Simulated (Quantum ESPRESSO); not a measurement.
# Voltage at the next charge: Mg(0001), 4 layers, one monolayer of Li on fcc sites against an electrode

Method. Quantum ESPRESSO 7.5, PBE, GBRV ultrasoft; ESM with bc3, a metal electrode 5.78 Å above the top atoms; cell area 8.924 Å²; ions fixed. V is the potential energy of an electron at the electrode over the slab's Fermi level, divided by e, so that it equals the work function at zero charge; positive charge removes electrons.

```
charge (e a cell)  V (V)
                0  3.461
           0.0134  4.453
           0.0268  5.477
```

To predict: What is V at a charge of 0.0535 e, and what capacitance do the rows imply?

By hand: The last two rows give dV/dq = (5.477 − 4.453)/(0.0268 − 0.0134) = 76.4 V/e, so C = 1602/(8.924 × 76.4) = 2.35 µF/cm², an effective gap of 8.854/2.35 = 3.77 Å. At constant C, V = 5.477 + 76.4 × 0.0267 = 7.52 V.

**Check.** V = 7.595 V; the estimate misses by −0.08 V, 3.7 % of the step. Over the three intervals C goes 2.43, 2.35 and 2.26 µF/cm²: it falls as electrons leave, the surface charge drawing back towards the atoms.

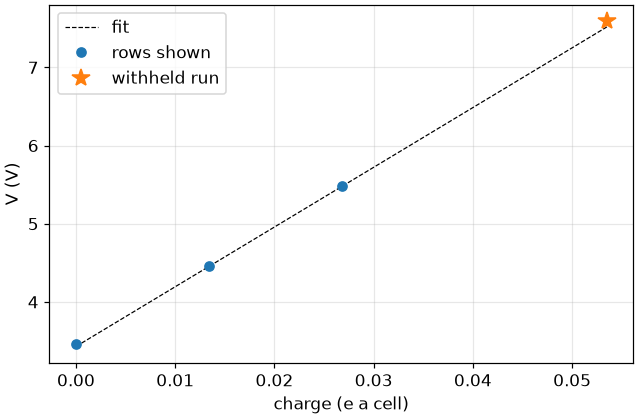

The rows shown, the fit and the withheld run.

Caveats: Vacuum fills the gap; a dielectric or electrolyte would change C. The slab is thin.

[Logs are printed without paths, hosts, clocks, repeated set-up lines and the standing remarks that a program may print on its own settings, such as how far it seeks lower states.]
